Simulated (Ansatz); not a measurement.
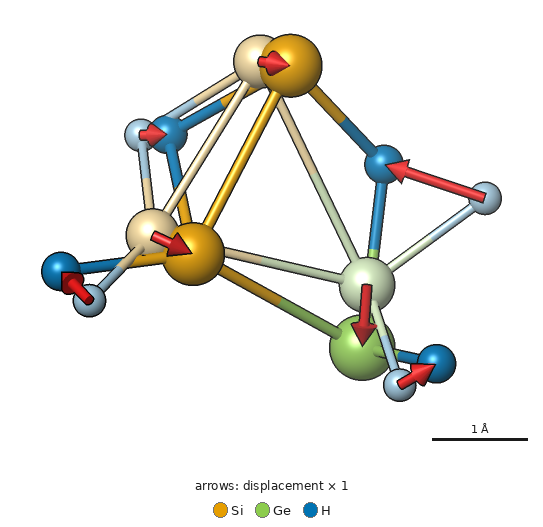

This is a relaxation of GeSi2H4. The starting structure is drawn faded, the final one solid; red arrows show the displacements, at their true length. The two geometries are superimposed by the best rigid fit.

The picture is a ball-and-stick view, seen at a tilt.

It is one of the separated reactants of a reaction.

These are results of RKS PBE-D4/def2-SVP in Ansatz, not measurements. (force threshold 0.03 eV/Å; at most 250 steps)

Q: Atoms of which element are displaced furthest, and by how much?

A: Hydrogen: up to 1.12 Å, against 0.68 Å for germanium.

Q: What happened in the run?

A: After 11 geometry steps the energy has fallen by 2.266 eV. Largest force component: 2.2 eV/Å at the start, 0.025 eV/Å at the end. An H atom moves most after the best rigid fit: 1.12 Å. By element the largest moves are H 1.12 Å, Ge 0.68 Å, Si 0.48 Å. Near-neighbour distances that change, for instance: H–Si 2.852 → 1.685 Å, Ge–Si 2.665 → 3.195 Å, Ge–H 1.546 → 1.941 Å, Ge–Si 2.547 → 2.419 Å. New bonds form: H–Si (2.85 → 1.68 Å). Bond angles that change, for instance: H–Si–H 147.4° → 101.8°, Si–Si–Ge 67.7° → 85.9°, Si–Si–H 144.1° → 125.9°. The run took 19 s on 2 threads of Arm Neoverse V2, on a shared host.
